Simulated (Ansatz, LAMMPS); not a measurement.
# Electronic structure of glassy 46SiO2-16Al2O3-16BaO-16Li2O-5Sc2O3 (mol %) (121 atoms), part 2 of 3

Aim: energy, forces, charges and density of states of glassy 46SiO2-16Al2O3-16BaO-16Li2O-5Sc2O3 (mol %) (121 atoms) at a fixed geometry.

Ansatz 0.2.0; Kohn-Sham DFT, PBE, PAW (set soft_2), plane waves.

The cell: 17 Si, 12 Al, 6 Ba, 12 Li, 4 Sc and 70 O. The quench rate of 1000 K/ps is orders of magnitude faster than experiment. The starting topology of bonds comes from the classical model. The Brillouin zone is sampled at Γ only, in a cell whose shortest periodic width is 12 Å. No spin–orbit coupling is included.

So far: The starting structure; Making the structure.

## Step 3: Plane-wave single point

One self-consistent run at the given positions yields energy and forces.

The input, input.yaml:

```yaml
crystal:
  lattice:
    - [11.67601, 0.0, 0.0]
    - [0.0, 11.67601, 0.0]
    - [0.0, 0.0, 11.67601]
  atoms:
    - { symbol: Si, position: [0.5458, 0.46646, 0.8399] }
    - { symbol: Si, position: [0.76476, 0.54149, 0.9615] }
    - { symbol: Si, position: [0.99586, 0.9456, 0.30159] }
    - { symbol: Si, position: [0.8019, 0.78445, 0.21932] }
    - { symbol: Si, position: [0.87016, 0.79135, 0.95215] }
    - { symbol: Si, position: [0.03291, 0.10707, 0.08306] }
    - { symbol: Si, position: [0.70646, 0.42355, 0.18554] }
    - { symbol: Si, position: [0.73551, 0.68642, 0.59332] }
    - { symbol: Si, position: [0.86728, 0.46296, 0.64266] }
    - { symbol: Si, position: [0.33452, 0.47603, 0.25221] }
    - { symbol: Si, position: [0.46311, 0.03248, 0.70499] }
    - { symbol: Si, position: [0.21864, 0.80013, 0.3711] }
    - { symbol: Si, position: [0.44299, 0.95425, 0.96617] }
    - { symbol: Si, position: [0.12242, 0.53839, 0.6708] }
    - { symbol: Si, position: [0.14269, 0.54137, 0.40466] }
    - { symbol: Si, position: [0.00412, 0.41575, 0.96702] }
    - { symbol: Si, position: [0.70389, 0.27758, 0.74485] }
    - { symbol: Al, position: [0.54758, 0.53649, 0.43894] }
    - { symbol: Al, position: [0.02729, 0.16769, 0.43245] }
    - { symbol: Al, position: [0.11777, 0.98785, 0.85451] }
    - { symbol: Al, position: [0.48638, 0.27937, 0.57074] }
    - { symbol: Al, position: [0.3324, 0.76179, 0.85633] }
    - { symbol: Al, position: [0.11566, 0.70651, 0.86158] }
    - { symbol: Al, position: [0.96978, 0.32901, 0.19832] }
    - { symbol: Al, position: [0.80155, 0.26797, 0.49842] }
    - { symbol: Al, position: [0.62362, 0.12851, 0.36524] }
    - { symbol: Al, position: [0.48505, 0.66326, 0.67111] }
    - { symbol: Al, position: [0.40943, 0.35764, 0.04231] }
    - { symbol: Al, position: [0.23233, 0.49176, 0.9001] }
    - { symbol: Ba, position: [0.12445, 0.2417, 0.692] }
    - { symbol: Ba, position: [0.49639, 0.68276, 0.13308] }
    - { symbol: Ba, position: [0.84304, 0.00921, 0.6715] }
    [... 83 atom lines left out ...]
    - { symbol: O, position: [0.66393, 0.52682, 0.87305] }
    - { symbol: O, position: [0.03887, 0.41763, 0.10189] }
    - { symbol: O, position: [0.18718, 0.66407, 0.35541] }
    - { symbol: O, position: [0.17176, 0.54481, 0.541] }
    - { symbol: O, position: [0.22656, 0.45022, 0.34084] }
    - { symbol: O, position: [0.33384, 0.83878, 0.31618] }
kpoints:
  mp_grid: { grid: [1, 1, 1] }
hamiltonian:
  xc: pbe
scf:
  occupations: { method: fixed }
output:
  forces: true
  stress: true
  populations: true
  dos:
    method: { smearing: { sigma: 0.15 } }
    de: 0.1
    projected: { site_lists: { Al: [Al], Ba: [Ba], Li: [Li], O: [O], Sc: [Sc] } }
  eigenvalues: true
  write_density: true
  write_potential: true
  volumetric_format: npy
```

On the command line:

```sh
$ ansatz run input.yaml --threads 8 --pin off --max-ram 15872MiB --backend cpu --events-out ev --progress --plain --runs-dir out
```

Numbers of over 12 decimals in the logs are rounded to 6 here.

The log of the run:

```text
Engine: ansatz 0.2.0, aarch64-unknown-linux-gnu
Pseudopotentials: kind: paw
Pseudopotential: Si, paw, valence charge 4, recommended cutoff 420 eV (normal), Si.paw.azcp
Pseudopotential: Al, paw, valence charge 3, recommended cutoff 420 eV (normal), Al.paw.azcp
Pseudopotential: Ba, paw, valence charge 10, recommended cutoff 420 eV (normal), Ba.paw.azcp
Pseudopotential: Li, paw, valence charge 3, recommended cutoff 420 eV (normal), Li.paw.azcp
Pseudopotential: Sc, paw, valence charge 11, recommended cutoff 420 eV (normal), Sc.paw.azcp
Pseudopotential: O, paw, valence charge 6, recommended cutoff 420 eV (normal), O.paw.azcp
Functional definition: PBE
  parameter kappa = 0.804
  parameter beta = 0.066725
  exchange = pbe_x(kappa = kappa, mu = beta*pi^2/3)
  correlation = pbe_c(beta = beta)
Crystal: 121 atoms, lattice volume = 1591.781 Å³
Basis set: ecut = 420 eV, 31103 PW (Γ), exchange–correlation on 160×160×160 points (8 copies of the dense FFT grid, shifted against one another)
Bands: 453, of which v1, the nominal top of the filled ones, is band 332 counted from 1 (331 counted from 0)
Symmetry: 1 space group operations
Space group: P1 (ITA 1), of the structure as read, at distance tolerance 1.2e-4 Å
k-points: 1
Non-local potential: Si, projectors of the file, l = 0: 2, l = 1: 2, l = 2: 2
Non-local potential: Al, projectors of the file, l = 0: 2, l = 1: 2, l = 2: 1
Non-local potential: Ba, projectors of the file, l = 0: 3, l = 1: 2, l = 2: 2, l = 3: 2
Non-local potential: Li, projectors of the file, l = 0: 3, l = 1: 2, l = 2: 1
Non-local potential: Sc, projectors of the file, l = 0: 3, l = 1: 2, l = 2: 3, l = 3: 1
Non-local potential: O, projectors of the file, l = 0: 2, l = 1: 2, l = 2: 1
PAW form: soft (Blöchl's): semilocal exchange-correlation on the pseudo side does not see the compensation charge
PAW one-centre angular grid: Si, 110 points (default); XC on 64 Gauss nodes
PAW one-centre angular grid: Al, 110 points (default); XC on 64 Gauss nodes
PAW one-centre angular grid: Ba, 194 points (default); XC on 64 Gauss nodes
PAW one-centre angular grid: Li, 110 points (default); XC on 64 Gauss nodes
PAW one-centre angular grid: Sc, 590 points (default); XC on 64 Gauss nodes
PAW one-centre angular grid: O, 110 points (default); XC on 64 Gauss nodes
Initial density: superposition of atomic densities (neutral atoms: chi_scale 0, normalization atom), corrected by the library's trained network
Initial wavefunctions: pseudopotential atomic-orbital guess
Functional: x = pbe(κ = 0.804, μ = 0.219515), c = pbe(β = 0.066725)
SCF iter   1: F=—  HF=-103828.800142 eV  |F-HF|=—  |Δ(HF+E_count)|=         —  Δρ=2.35e-3  dr2=1.21e-1  ethr=1.77e-3  ⟨swp⟩=5.0  Hψ=1632  notcnv=0  defer=115
preconditioner: auto → Resta (q_TF=auto, 2.358 Å⁻¹)  ε∞=3.5  [insulator: Δε(μ)=3.432 eV  Ē_g=14.263 eV  n_scr=364 (ndim 8)  ℏωp=22.7 eV  f_vac=0.087  ε∞_Penn≈3.5]
SCF iter   2: F=—  HF=-103828.788599 eV  |F-HF|=—  |Δ(HF+E_count)|=   1.15e-2  Δρ=1.31e-3  dr2=2.99e-2  ethr=1.82e-5  ⟨swp⟩=2.0  Hψ=765  notcnv=0  defer=119
SCF iter   3: F=—  HF=-103828.789318 eV  |F-HF|=—  |Δ(HF+E_count)|=   7.20e-4  Δρ=5.83e-4  dr2=9.99e-3  ethr=4.50e-6  ⟨swp⟩=2.0  Hψ=583  notcnv=0  defer=119
SCF iter   4: F=—  HF=-103828.789563 eV  |F-HF|=—  |Δ(HF+E_count)|=   2.45e-4  Δρ=2.71e-4  dr2=1.34e-3  ethr=1.51e-6  ⟨swp⟩=2.0  Hψ=643  notcnv=0  defer=119
SCF iter   5: F=—  HF=-103828.789480 eV  |F-HF|=—  |Δ(HF+E_count)|=   8.34e-5  Δρ=1.47e-4  dr2=3.56e-4  ethr=2.01e-7  ⟨swp⟩=2.0  Hψ=641  notcnv=0  defer=115
SCF iter   6: F=—  HF=-103828.789514 eV  |F-HF|=—  |Δ(HF+E_count)|=   3.42e-5  Δρ=4.67e-5  dr2=4.22e-5  ethr=5.36e-8  ⟨swp⟩=2.0  Hψ=568  notcnv=0  defer=115
SCF iter   7: F=—  HF=-103828.788514 eV  |F-HF|=—  |Δ(HF+E_count)|=   1.00e-3  Δρ=2.64e-5  dr2=1.08e-5  ethr=6.36e-9  ⟨swp⟩=2.0  Hψ=785  notcnv=0  defer=115
SCF iter   8: F=—  HF=-103828.788516 eV  |F-HF|=—  |Δ(HF+E_count)|=   2.15e-6  Δρ=8.69e-6  dr2=1.41e-6  ethr=1.62e-9  ⟨swp⟩=2.0  Hψ=584  notcnv=0  defer=115
SCF iter   9: F=—  HF=-103828.788517 eV  |F-HF|=—  |Δ(HF+E_count)|=   1.29e-6  Δρ=4.73e-6  dr2=3.43e-7  ethr=2.12e-10  ⟨swp⟩=2.0  Hψ=655  notcnv=0  defer=115
SCF iter  10: F=-103828.788517 eV  HF=-103828.788517 eV  |F-HF|=9.49e-9  |Δ(HF+E_count)|=   9.30e-8  Δρ=1.85e-6  dr2=5.75e-8  ethr=1.51e-11  ⟨swp⟩=25.0  Hψ=4775  notcnv=0
SCF 1 converged in 10 iterations: F = -103828.788517 eV  dr2 = 5.75e-8
  greatest PAW one-centre occupation: 1.000 electrons in one spin orbital (limit 2), on the Li atom at site 37 (counted from 0), in its partial waves of l = 0
SCF converged after 10 iterations
Free energy (F): -103828.788517 eV
Harris-Foulkes:  -103828.788517 eV  (|F-HF|=9.49e-9)
Internal energy: -103828.788517 eV  (E = F + TS)
E sigma→0 (E₀):  -103828.788517 eV
Fermi energy:    5.126890 eV
--- Per-component energies (eV) ---
  E_band       = -3514.675079
  E_kinetic    = 15899.496246
  E_local      = -41793.956911  (includes V_loc(G=0)·N_el)
  E_nonlocal   = 4163.859359
  E_hartree    = 15519.401981
  E_xc         = -8227.640209
  E_vxc        = -9349.951510  (∫ρ·V_xc dr)
  E_paw        = -60872.330958  (= ΣΔE_a)
  E_vpaw       = -3473.101329  (= ΣTr[D̂ρ^β])
  E_aug_tail   = 0.177973  (compensation charges beyond the density's cutoff)
  E_ewald      = -28517.795999
  E_smearing   = -0.000000  (= −TS)
  E_closure    = 0.000000  (closes the sum)
  Σ components = -103828.788517   (vs F -103828.788517, Δ=0.00e0)
--- Forces (eV/Å), atoms counted from 1 ---
  atom   1  Si     0.80469207    -0.64497226     0.78681179
  atom   2  Si     0.34190971    -1.15800057     1.27963323
  atom   3  Si     0.96298952     0.17659584    -0.77722615
  atom   4  Si     0.88726166    -0.68438999    -1.12142655
  atom   5  Si    -0.09594465    -1.60232846     1.06102908
  atom   6  Si     0.78482109     0.13997134    -0.01315555
  atom   7  Si     0.28842579     0.22360539    -0.85824392
  atom   8  Si    -0.97448079    -1.75180145    -0.67799076
  atom   9  Si    -1.20210133     0.07708596    -0.93857391
  atom  10  Si     0.46828684     0.87479525    -0.09390614
  atom  11  Si     0.59219631    -0.00954628     0.04708471
  atom  12  Si    -0.85093867    -0.24475014     0.41176264
  atom  13  Si    -0.57701837     0.01036607    -1.15998016
  atom  14  Si    -0.81044991     0.60573874     0.38820633
[...]
atom 120  O     -0.39402309    -1.46809362     0.70932499
  atom 121  O      2.10543385     0.83799600    -1.13374125
  max |Σ_I F_I| component: 1.04e-4 eV/Å
--- Stress (GPa, compression-positive) ---
        3.929714       1.170492       0.476758
        1.170492       5.981960       0.229774
        0.476758       0.229776       5.491901
  P = ⅓ Tr σ = 5.1345 GPa (51.345 kbar)
--- Band table (eV) ---
  k-point 0: bands = ["-43.9955", "-43.9509", "-42.7659", "-42.4404", [... 437 levels ...], "13.7206", "13.7403", "13.7525", "13.7674", "13.7929", "13.8263", "13.8448", "13.8575", "13.8697", "13.8845", "13.9166", "13.9222"]
--- Löwdin populations: 121 sites ---
  site symbol       q [e]
     0     Si      2.2410
     1     Si      2.2379
     2     Si      2.2743
[...]
120      O      7.0002
  spilling = 0.011305 (of n_electrons = 664.000000)
```

Run time: 48 s. Hardware: 8 threads of Arm Neoverse N1, shared host; peak memory 2.4 GiB.

The column dr2 measures how far the density is from self-consistency, as an energy; F and HF (Harris–Foulkes) agree once it is small.

The run gave:

| Item | Value |
| --- | --- |
| free energy | -103828.7885 eV |
| free energy per atom | -858.0892 eV/atom |
| SCF cycles | 10 |
| pressure | 5.135 GPa |
| r.m.s. force component | 0.8297 eV/Å |
| longest force | 3.3 eV/Å |
| Fermi energy | 5.127 eV |
| gap (highest filled to lowest empty level) | 3.216 eV |
| spilling of the projection | 0.01131 |

Neighbours are counted within 2.08 Å (O-Si), 2.19 Å (O-Al), 2.38 Å (O-Li), 3.58 Å (O-Ba), 2.76 Å (O-Sc).

Length of the force by element and coordination:

| element | coordination | atoms | mean length of the force (eV/Å) | spread | least | most |
| --- | --- | --- | --- | --- | --- | --- |
| Al | all | 12 | 0.775 | 0.195 | 0.438 | 1.05 |
| Al | 4 | 11 | 0.760 | 0.197 | 0.438 | 1.05 |
| Al | 5 | 1 | 0.942 | 0 | 0.942 | 0.942 |
| Ba | all | 6 | 0.694 | 0.117 | 0.574 | 0.905 |
| Ba | 7 | 2 | 0.623 | 0.0077 | 0.616 | 0.631 |
| Ba | 8 | 1 | 0.905 | 0 | 0.905 | 0.905 |
| Ba | 9 | 2 | 0.608 | 0.0342 | 0.574 | 0.642 |
| Ba | 10 | 1 | 0.794 | 0 | 0.794 | 0.794 |
| Li | all | 12 | 0.416 | 0.143 | 0.186 | 0.691 |
| Li | 2 | 1 | 0.348 | 0 | 0.348 | 0.348 |
| Li | 3 | 6 | 0.431 | 0.148 | 0.186 | 0.669 |
| Li | 4 | 4 | 0.410 | 0.164 | 0.276 | 0.691 |
| Li | 5 | 1 | 0.412 | 0 | 0.412 | 0.412 |
| O | all | 70 | 1.54 | 0.677 | 0.241 | 3.30 |
| O | 2 | 13 | 1.30 | 0.702 | 0.241 | 3.11 |
| O | 3 | 30 | 1.44 | 0.624 | 0.473 | 2.81 |
| O | 4 | 22 | 1.78 | 0.656 | 0.871 | 3.30 |
| O | 5 | 5 | 1.71 | 0.633 | 0.685 | 2.55 |
| Sc | all | 4 | 1.22 | 0.369 | 0.821 | 1.73 |
| Sc | 5 | 3 | 1.35 | 0.336 | 0.915 | 1.73 |
| Sc | 6 | 1 | 0.821 | 0 | 0.821 | 0.821 |
| Si | all | 17 | 1.31 | 0.425 | 0.594 | 2.12 |

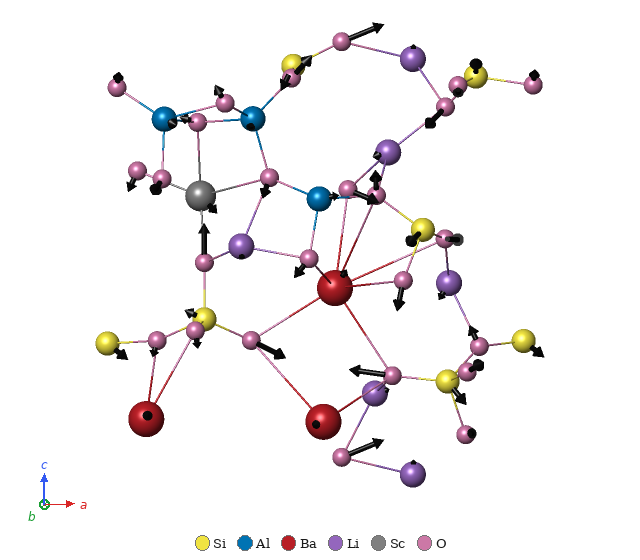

Forces as arrows; the longest in the cell is 3.30 eV/Å. Drawn is a slice 4 Å thick, seen along the normal of the ac plane.

Löwdin charges by element and coordination (they lack the spilled electrons, 0.062 e an atom on average):

| element | coordination | atoms | mean charge (e) | spread | least | most |
| --- | --- | --- | --- | --- | --- | --- |
| Al | all | 12 | 1.24 | 0.0756 | 1.07 | 1.33 |
| Al | 4 | 11 | 1.24 | 0.077 | 1.07 | 1.33 |
| Al | 5 | 1 | 1.18 | 0 | 1.18 | 1.18 |
| Ba | all | 6 | 1.89 | 0.0155 | 1.87 | 1.91 |
| Ba | 7 | 2 | 1.87 | 0.0012 | 1.87 | 1.87 |
| Ba | 8 | 1 | 1.91 | 0 | 1.91 | 1.91 |
| Ba | 9 | 2 | 1.90 | 0.0026 | 1.90 | 1.90 |
| Ba | 10 | 1 | 1.90 | 0 | 1.90 | 1.90 |
| Li | all | 12 | 0.785 | 0.03 | 0.749 | 0.854 |
| Li | 2 | 1 | 0.776 | 0 | 0.776 | 0.776 |
| Li | 3 | 6 | 0.784 | 0.0239 | 0.749 | 0.816 |
| Li | 4 | 4 | 0.793 | 0.0415 | 0.754 | 0.854 |
| Li | 5 | 1 | 0.773 | 0 | 0.773 | 0.773 |
| O | all | 70 | -0.887 | 0.0817 | -1.13 | -0.78 |
| O | 2 | 13 | -0.829 | 0.0487 | -0.955 | -0.78 |
| O | 3 | 30 | -0.857 | 0.0452 | -0.99 | -0.793 |
| O | 4 | 22 | -0.920 | 0.0647 | -1.04 | -0.81 |
| O | 5 | 5 | -1.07 | 0.0605 | -1.13 | -0.970 |
| Sc | all | 4 | 1.30 | 0.062 | 1.21 | 1.38 |
| Sc | 5 | 3 | 1.27 | 0.0481 | 1.21 | 1.33 |
| Sc | 6 | 1 | 1.38 | 0 | 1.38 | 1.38 |
| Si | all | 17 | 1.69 | 0.0415 | 1.64 | 1.77 |

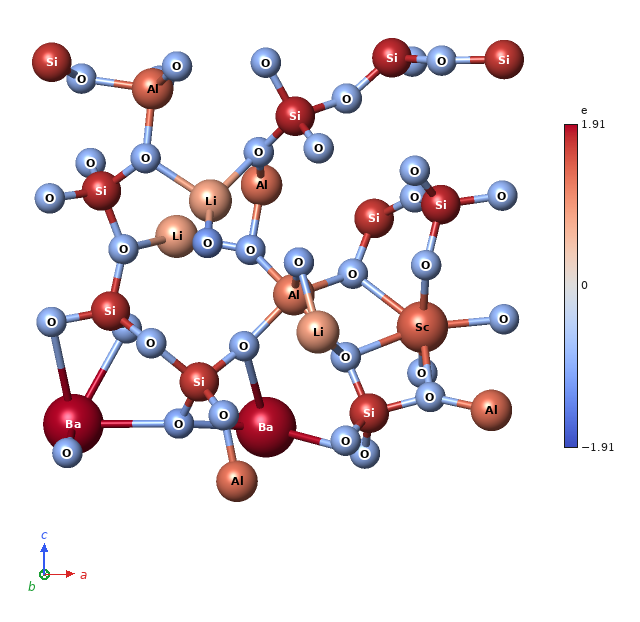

Atoms coloured by Löwdin charge. Drawn is a slice 4 Å thick, seen along the normal of the ac plane.

Density of states as counts of states in windows of 1 eV (from the Fermi level), total and the larger projections:

| from (eV) | to (eV) | total | O p | Sc d |
| --- | --- | --- | --- | --- |
| -10 | -9 | 6.5 | 4.4 | 0.0 |
| -9 | -8 | 11.3 | 7.9 | 0.0 |
| -8 | -7 | 14.7 | 10.8 | 0.0 |
| -7 | -6 | 25.6 | 19.5 | 0.1 |
| -6 | -5 | 36.0 | 28.2 | 0.5 |
| -5 | -4 | 59.6 | 49.3 | 0.7 |
| -4 | -3 | 73.5 | 64.5 | 1.2 |
| -3 | -2 | 87.9 | 80.5 | 1.3 |
| -2 | -1 | 73.1 | 68.7 | 0.8 |
| -1 | 0 | 28.3 | 26.8 | 0.3 |
| 0 | 1 | 1.3 | 1.1 | 0.1 |
| 1 | 3 | 0.0 | 0.0 | 0.0 |
| 3 | 4 | 14.8 | 1.1 | 10.0 |
| 4 | 5 | 35.8 | 2.6 | 11.6 |

With fixed occupations the program's Fermi level is the highest filled level; weight inside the gap is the broadening of levels at its edges.

Between -26 and -10 eV lie 179 more states.

The stored curve holds about 597 of the 664 electrons; the rest, give or take the few that broadening carries across the Fermi level, lie in deeper levels below its range.

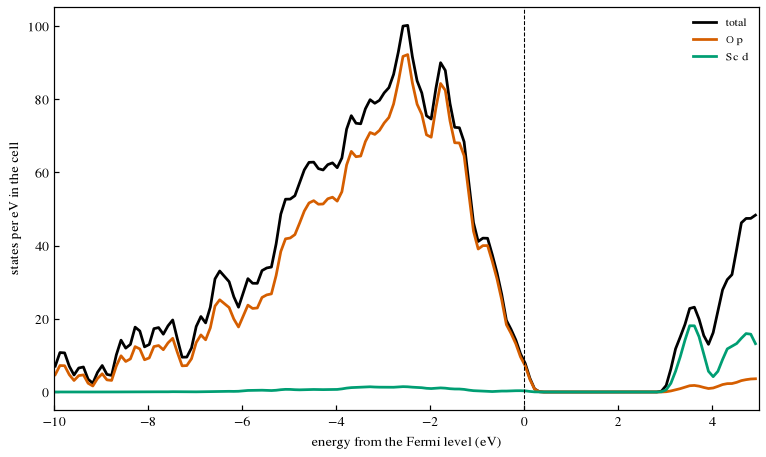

Total and projected density of states, with the broadening of the input.

Not all projections were asked for or kept, so they needn't add up to the total.

The levels nearest the highest filled one (over half full), pooled over k-points and spins:

| level less the highest filled one (eV) | occupation |
| --- | --- |
| -0.529 | 2 |
| -0.500 | 2 |
| -0.458 | 2 |
| -0.266 | 2 |
| -0.217 | 2 |
| 0 | 2 |
| 3.22 | 0 |
| 3.35 | 0 |
| 3.49 | 0 |
| 3.56 | 0 |
| 3.61 | 0 |
| 3.73 | 0 |

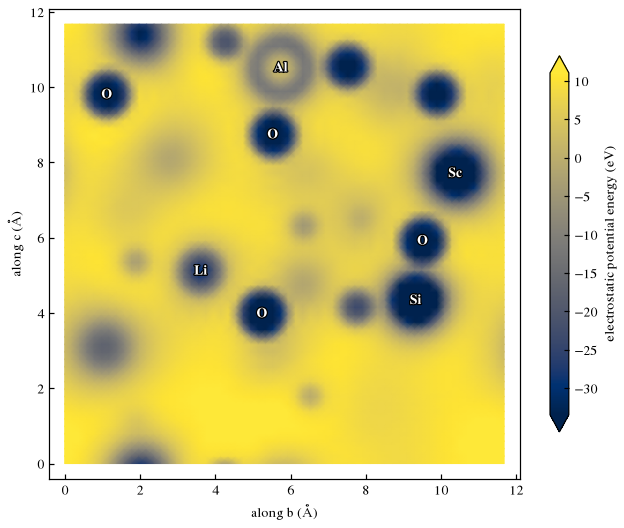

Electrostatic potential energy in the bc plane at fractional x = 0.232, with atoms of Si and Al and Li and Sc and O within 0.2 Å of it. With pseudopotentials it is smooth inside the atoms' cores, unlike the true potential.

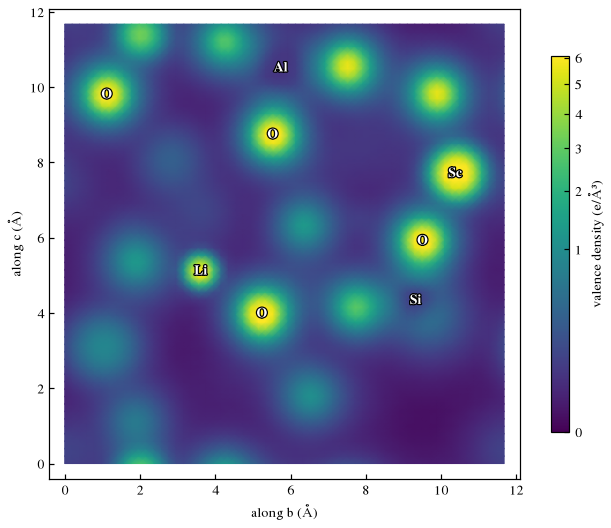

Valence density in the bc plane at fractional x = 0.232, with atoms of Si and Al and Li and Sc and O within 0.2 Å of it. It is the smooth field of the valence electrons, not physical close to the nuclei. The colour scale is stretched toward low values.

Mean Löwdin charges: Al +1.24, Ba +1.89, Li +0.79, O -0.89, Sc +1.30, Si +1.69 e (they miss 1.1 % of the electrons, so they add up to more than the cell's charge).

(Part 2 of 3 ends here.)

[Logs are printed without paths, hosts, clocks, repeated set-up lines and the standing remarks that a program may print on its own settings, such as how far it seeks lower states.]

[Hosts, paths, dates, database ids (printed as entryN), source tags and the programs' standing remarks are cut or masked in the printed files.]
